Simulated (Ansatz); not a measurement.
Base system: AgCl in the rock salt structure (space group Fm-3m, No. 225; a = 5.447 Å).

Structures relaxed with Kohn–Sham DFT with the PBEsol functional, run in Ansatz (an electronic-structure program) with PAW and 420 eV plane waves, no spin-orbit coupling.

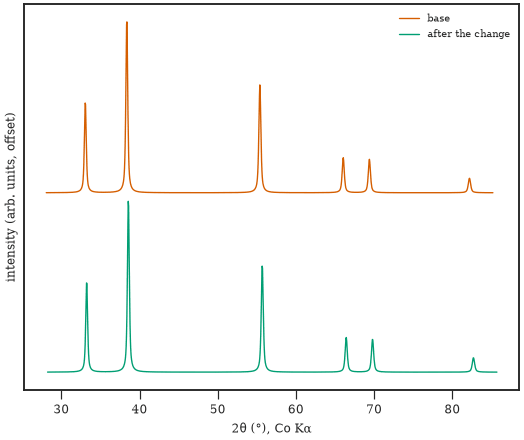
Simulated powder patterns before (top) and after one change

Task: Name the change that was made.
A. pressure 2.1 GPa
B. pressure −2 GPa
C. pressure 0.9 GPa
D. pressure −1 GPa

Result: C, pressure 0.9 GPa. Its volume per atom is 19.90 Å³ against 20.21 Å³, and its space group is Fm-3m (No. 225).

Load acts through the strain it causes; cell and atoms are relaxed under it. Whether these cells are dynamically stable was not tested.
